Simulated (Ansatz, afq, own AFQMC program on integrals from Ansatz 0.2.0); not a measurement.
# BCl₃ (singlet): AFQMC on the coupled-cluster ladder at distance B1–Cl4 = 3.841 Å, cc-pVDZ, part 2 of 2

Ansatz 0.2.0, Gaussian basis, and an in-house AFQMC program (afq) on its integrals; all values are calculated; cc-pVDZ, frozen cores.

## (13) CCSD(T) on UHF

in.yaml reads:

```yaml
crystal:
  periodic: [false, false, false]
  atoms:
    - {symbol: B, position_ang: [0.314093, 0.553622, -0.000989]}
    - {symbol: Cl, position_ang: [2.051397, 0.566719, -0.001089]}
    - {symbol: Cl, position_ang: [-0.565902, 2.051620, -0.003589]}
    - {symbol: Cl, position_ang: [-1.581275, -2.787160, 0.004980]}
basis:
  gaussian: {orbitals: cc-pVDZ}
magnetization: {spin_polarized: true, initial_magnetization: 0}
correlation: {method: ccsd_t, electrons: outside_noble_gas, hamiltonian_folder: ham}
```

The run is started by

```
ansatz run in.yaml --threads 1 --pin off --events-out ev --progress --plain --max-ram 16896MiB --backend cuda --devices 0, --max-vram 18GiB
```

The program printed, shortened:

```text
Functional definition: HF
  name "HF"
  cite "Fock, Z. Phys. 61, 126 (1930) doi:10.1007/BF01340294"
  parent pbe
[...]
716 factors; integrals over basis functions are off by at most 1.0e-3 eV
[...]
mean field -38182.63339348 eV, -1403.1858960918 hartree, gradient 1.1e-7 eV, S^2 0.994299; 22 other end points of the search recorded, 0 dependent functions left out
determinant -38182.63339348 eV, -1403.1858960918 hartree, with singles and doubles -38195.81494140 eV, -1403.6703090431 hartree
determinant -38182.58139533 eV, -1403.1839851953 hartree, with singles and doubles -38195.72997644 eV, -1403.6671866386 hartree
determinant -38182.57720787 eV, -1403.1838313088 hartree, with singles and doubles -38195.72739710 eV, -1403.6670918496 hartree
determinant -38180.13719542 eV, -1403.0941625052 hartree, with singles and doubles -38194.91056319 eV, -1403.6370737569 hartree
[...]
determinant -38179.30990822 eV, -1403.0637602612 hartree, with singles and doubles -38193.90250990 eV, -1403.6000284818 hartree
determinant -38182.63339348 eV, -1403.1858960918 hartree, with singles and doubles -38195.81817744 eV, -1403.6704279655 hartree
determinant -38182.58139533 eV, -1403.1839851953 hartree, with singles and doubles -38195.73031351 eV, -1403.6671990255 hartree
determinant -38182.57720787 eV, -1403.1838313088 hartree, with singles and doubles -38195.72774062 eV, -1403.6671044736 hartree
16 core orbitals not correlated: weight in the atoms' cores, before any rotation towards them, 1.000 or more for the frozen orbitals, at most 0.000 for the correlated occupied ones
reference -38182.63339348 eV, -1403.1858960918 hartree; 12, 12 occupied and 40, 40 virtual orbitals, 716 factors
second order -11.96175630 eV of doubles, -0.00000000 eV of singles
cycle   1  -13.18478497 eV  change   -1.0e-6 eV  update   3.7e-6
perturbative correction -0.30610999 eV, -0.0112493347 hartree
Total energy: -38196.12428844 eV, -1403.6816773373 hartree
```

It took 6.5 s on 1 × NVIDIA H100 80GB HBM3 with 1 thread of AMD EPYC 7R13 (Zen 3), shared host; peak host memory 1.7 GiB.

From the report: ⟨S²⟩ of the determinant 0.994 (pure singlet: 0.00); correlation -13.4909 eV; T1 0.017; largest double amplitude 0.04. The determinant is far from a pure spin state, so its energy mixes those of several spin states (harmless only where they are near-degenerate, as at dissociation).

This run also writes the integrals to the folder ham.

## (14) CCSDT(Q) on UHF

in.yaml, as its differences from that of step 13:

```diff
@@ -10,2 +10,2 @@
 magnetization: {spin_polarized: true, initial_magnetization: 0}
-correlation: {method: ccsd_t, electrons: outside_noble_gas, hamiltonian_folder: ham}
+correlation: {method: ccsdt_q, electrons: outside_noble_gas}
```

Launched as before.

The program printed, shortened:

```text
Functional definition: HF
  name "HF"
  cite "Fock, Z. Phys. 61, 126 (1930) doi:10.1007/BF01340294"
  parent pbe
[...]
1294 factors; integrals over basis functions are off by at most 2.3e-7 eV
[...]
mean field -38182.63351199 eV, -1403.1859004469 hartree, gradient 5.0e-6 eV, S^2 0.994299; 22 other end points of the search recorded, 0 dependent functions left out
determinant -38182.63351199 eV, -1403.1859004469 hartree, with singles and doubles -38195.81511319 eV, -1403.6703153565 hartree
determinant -38182.58152387 eV, -1403.1839899189 hartree, with singles and doubles -38195.73015632 eV, -1403.6671932490 hartree
determinant -38182.57732635 eV, -1403.1838356629 hartree, with singles and doubles -38195.72756587 eV, -1403.6670980516 hartree
determinant -38180.13729689 eV, -1403.0941662341 hartree, with singles and doubles -38194.91072712 eV, -1403.6370797812 hartree
[...]
determinant -38182.63351199 eV, -1403.1859004469 hartree, with singles and doubles -38195.81834862 eV, -1403.6704342561 hartree
determinant -38182.58152387 eV, -1403.1839899189 hartree, with singles and doubles -38195.73049318 eV, -1403.6672056284 hartree
determinant -38182.57732635 eV, -1403.1838356629 hartree, with singles and doubles -38195.72790926 eV, -1403.6671106710 hartree
16 core orbitals not correlated: weight in the atoms' cores, before any rotation towards them, 1.000 or more for the frozen orbitals, at most 0.000 for the correlated occupied ones
reference -38182.63351199 eV, -1403.1859004469 hartree; 12, 12 occupied and 40, 40 virtual orbitals, 1294 factors
second order -11.96180851 eV of doubles, -0.00000000 eV of singles
cycle   1  -12.82839510 eV  change   -8.7e-1 eV  update   9.4e-2
[...]
cycle  41  -13.54892566 eV  change    2.2e-7 eV  update   2.8e-6
perturbative correction -0.04487399 eV, -0.0016490887 hartree
Total energy: -38196.22731164 eV, -1403.6854633699 hartree
```

Wall time 25 s (1 × NVIDIA H100 80GB HBM3 with 1 thread of AMD EPYC 7R13 (Zen 3), shared host); peak host memory 1.7 GiB.

From the report: ⟨S²⟩ of the determinant 0.994 (pure singlet: 0.00); correlation -13.5938 eV; T1 0.026; largest double amplitude 0.34. The determinant is far from a pure spin state, so its energy mixes those of several spin states (harmless only where they are near-degenerate, as at dissociation).

## (15) Phaseless AFQMC, CISD trial on UHF

It reads the integrals that the CCSD(T) run on this determinant wrote.

The run is started by

```
afq ham --method phaseless --trial cisd --walkers 4000 --populations 20 --least-time 60 --time-step 0.005 --steps-per-block 50 --equilibration-blocks 40 --max-blocks 4000 --target-error 0.00059 --factor-cut 1e-05 --start spin_pure --seed 5078 --release-times 0.21,0.42,0.63,0.9 --release-step 0.03 --release-every 5 --taylor-order 6
```

The program printed:

```text
orbitals 52  electrons 12 12  factors 382 of 716
reference energy -1403.18589609 Eh
CCSD correlation -0.48453188 Eh in 17 cycles, weight of the determinant in the CISD state 0.8169
energy of the start -1403.635068 Eh
 block  time / (1/Eh)  mean weight  energy / Eh
     1     0.250  1.0000  -1403.638452
     2     0.500  1.0004  -1403.653295
     3     0.750  1.0002  -1403.665416
     4     1.000  0.9998  -1403.673042
     5     1.250  0.9999  -1403.679609
     6     1.500  1.0003  -1403.681372
     7     1.750  0.9997  -1403.683489
     8     2.000  0.9999  -1403.683994
     9     2.250  1.0001  -1403.684898
    10     2.500  0.9998  -1403.685103
    11     2.750  0.9995  -1403.686296
    13     3.250  1.0002  -1403.684933
    15     3.750  1.0001  -1403.686488
    17     4.250  0.9998  -1403.687059
    19     4.750  0.9997  -1403.687628
    21     5.250  0.9999  -1403.690806
    23     5.750  0.9998  -1403.688429
    25     6.250  1.0001  -1403.685586
    27     6.750  0.9998  -1403.685788
    29     7.250  1.0001  -1403.685795
    31     7.750  0.9997  -1403.685811
    33     8.250  0.9995  -1403.685521
    35     8.750  0.9996  -1403.688444
    37     9.250  1.0001  -1403.686876
    39     9.750  1.0000  -1403.685815
    41    10.250  1.0005  -1403.685430
    43    10.750  0.9996  -1403.686705
    45    11.250  1.0000  -1403.688358
    47    11.750  0.9998  -1403.686466
    49    12.250  1.0002  -1403.686389
    51    12.750  1.0002  -1403.685515
    53    13.250  0.9998  -1403.687281
    55    13.750  0.9999  -1403.686388
    57    14.250  1.0001  -1403.687971
    59    14.750  0.9999  -1403.686946
    61    15.250  0.9997  -1403.686637
    63    15.750  1.0005  -1403.686341
    65    16.250  1.0001  -1403.688184
    67    16.750  0.9998  -1403.687368
    69    17.250  0.9999  -1403.685430
    71    17.750  1.0000  -1403.687227
    73    18.250  1.0002  -1403.686765
    75    18.750  1.0000  -1403.685007
    77    19.250  1.0004  -1403.687982
    79    19.750  0.9999  -1403.687519
    81    20.250  0.9996  -1403.686591
    83    20.750  1.0005  -1403.687749
    85    21.250  1.0003  -1403.687703
    87    21.750  1.0001  -1403.687684
    89    22.250  1.0001  -1403.686454
error from the spread of 20 populations
released: time / (1/Eh)  energy / Eh  error  mean overlap
  0.21  -1403.687615  0.000403  0.9991
  0.42  -1403.688162  0.000446  0.9951
  0.63  -1403.688107  0.000442  0.9963
  0.90  -1403.687861  0.000624  0.9968
energy -1403.687024 +/- 0.000348 Eh
```

Wall time 68 s (1 × NVIDIA H100 80GB HBM3 with 2 threads of AMD EPYC 7R13 (Zen 3), shared host); peak host memory 1.7 GiB.

Energy -38196.2698 ± 0.0095 eV. Caveats: constraint bias not in the error.

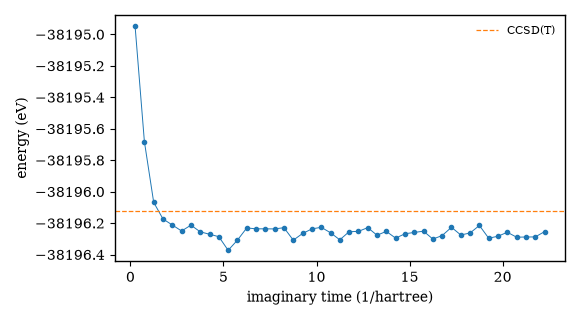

Block energies along the walk.

## (16) Phaseless AFQMC, single-determinant trial on UHF

It reads the integrals that the CCSD(T) run on this determinant wrote.

The run is started by

```
afq ham --method phaseless --trial hf --walkers 4000 --populations 20 --least-time 40 --time-step 0.005 --steps-per-block 20 --equilibration-blocks 160 --max-blocks 4000 --target-error 0.0029500000000000004 --factor-cut 1e-05 --start spin_pure --seed 849 --taylor-order 6
```

The program printed:

```text
orbitals 52  electrons 12 12  factors 382 of 716
reference energy -1403.18589609 Eh
CCSD correlation -0.48453188 Eh in 17 cycles, weight of the determinant in the CISD state 0.8169
energy of the start -1403.188113 Eh
 block  time / (1/Eh)  mean weight  energy / Eh
     1     0.100  1.0021  -1403.297721
     2     0.200  1.0030  -1403.380221
     3     0.300  1.0031  -1403.445130
     4     0.400  1.0037  -1403.496461
     5     0.500  1.0034  -1403.535193
     6     0.600  1.0023  -1403.567832
     7     0.700  1.0022  -1403.592394
     8     0.800  1.0019  -1403.612635
     9     0.900  1.0012  -1403.622186
    10     1.000  1.0008  -1403.633794
    13     1.300  1.0003  -1403.656306
    19     1.900  1.0003  -1403.673557
    25     2.500  0.9998  -1403.686696
    31     3.100  1.0000  -1403.685603
    37     3.700  0.9999  -1403.687622
    43     4.300  1.0003  -1403.687430
    49     4.900  0.9998  -1403.685011
    55     5.500  0.9999  -1403.691750
    61     6.100  0.9999  -1403.687547
    67     6.700  0.9997  -1403.689438
    73     7.300  1.0004  -1403.690887
    79     7.900  0.9996  -1403.687978
    85     8.500  1.0000  -1403.692191
    91     9.100  1.0004  -1403.691986
    97     9.700  0.9995  -1403.683688
   103    10.300  1.0000  -1403.688139
   109    10.900  1.0003  -1403.693811
   115    11.500  0.9998  -1403.683843
   121    12.100  1.0000  -1403.690436
   127    12.700  0.9997  -1403.695339
   133    13.300  0.9995  -1403.698313
   139    13.900  1.0002  -1403.691856
   145    14.500  1.0000  -1403.694461
   151    15.100  1.0005  -1403.693120
   157    15.700  1.0004  -1403.696903
   163    16.300  0.9999  -1403.695088
   169    16.900  1.0000  -1403.690136
   175    17.500  0.9997  -1403.697703
   181    18.100  0.9998  -1403.688853
   187    18.700  0.9999  -1403.687368
   193    19.300  1.0001  -1403.696572
   199    19.900  1.0000  -1403.697297
   205    20.500  1.0003  -1403.695132
   211    21.100  0.9998  -1403.689735
   217    21.700  1.0001  -1403.691004
   223    22.300  1.0002  -1403.689011
   229    22.900  1.0001  -1403.693325
   235    23.500  1.0000  -1403.695910
error from the spread of 20 populations
energy -1403.693489 +/- 0.001161 Eh
```

It took 35 s on 1 × NVIDIA H100 80GB HBM3 with 2 threads of AMD EPYC 7R13 (Zen 3), shared host; peak host memory 1.7 GiB.

Energy -38196.4457 ± 0.0316 eV. Caveats: constraint bias not in the error.

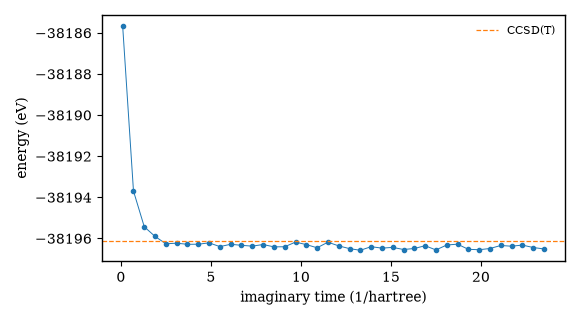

Block energies along the walk.

## (17) AFQMC on the ladder

On the RHF determinant, counted from CCSDT(Q) (a yardstick, not exact):

```
                                                              level  energy (eV)  from CCSDT(Q) (kcal/mol)  statistical error (kcal/mol)  time
                                                                 HF  -38180.1372                   +373.14                                    
                                                                MP2  -38193.9188                    +55.33                                    
                                                               CCSD  -38195.2012                    +25.76                                    
                                                            CCSD(T)  -38196.6336                     -7.27                                    
                                                           CCSDT(Q)  -38196.3182                      0.00                                    
              Phaseless AFQMC, CISD trial, step 0.005, 4000 walkers  -38195.9426                     +8.66                          0.31  82 s
Phaseless AFQMC, single-determinant trial, step 0.005, 4000 walkers  -38195.6707                    +14.93                          1.39  19 s
```

On the UHF determinant, counted from CCSDT(Q) (a yardstick, not exact):

```
                                                              level  energy (eV)  from CCSDT(Q) (kcal/mol)  statistical error (kcal/mol)  time
                                                                 HF  -38182.6334                   +313.48                                    
                                                                MP2  -38194.5951                    +37.64                                    
                                                               CCSD  -38195.8182                     +9.43                                    
                                                            CCSD(T)  -38196.1243                     +2.38                                    
                                                           CCSDT(Q)  -38196.2273                      0.00                                    
              Phaseless AFQMC, CISD trial, step 0.005, 4000 walkers  -38196.2698                     -0.98                          0.22  68 s
Phaseless AFQMC, single-determinant trial, step 0.005, 4000 walkers  -38196.4457                     -5.04                          0.73  35 s
```

The functionals' totals stand on their own zeros and serve differences with other points: PBE -38226.995 eV; r2SCAN -38240.546 eV; PBE0 -38230.017 eV; B3LYP -38244.572 eV; wB97M-V -38240.981 eV; B2PLYP -38230.543 eV.

## (18) Summary of results

What follows sums up all 2 parts.

```
                                                      quantity                   value
                                  CCSD(T) on RHF from CCSDT(Q)          -7.27 kcal/mol
              Phaseless AFQMC, CISD trial on RHF from CCSDT(Q)   +8.66 ± 0.31 kcal/mol
Phaseless AFQMC, single-determinant trial on RHF from CCSDT(Q)  +14.93 ± 1.39 kcal/mol
                                  CCSD(T) on UHF from CCSDT(Q)          +2.38 kcal/mol
              Phaseless AFQMC, CISD trial on UHF from CCSDT(Q)   -0.98 ± 0.22 kcal/mol
Phaseless AFQMC, single-determinant trial on UHF from CCSDT(Q)   -5.04 ± 0.73 kcal/mol
```

On RHF the phaseless walk with the CISD trial lies +8.66 kcal/mol from CCSDT(Q), 28 times its error bar. A single-determinant trial moves the result by +6.27 kcal/mol. On UHF the phaseless walk with the CISD trial lies -0.98 kcal/mol from CCSDT(Q), 4 times its error bar. A single-determinant trial moves the result by -4.06 kcal/mol. Error bars are statistical and leave out the constraint, the time step and what remains of the start.
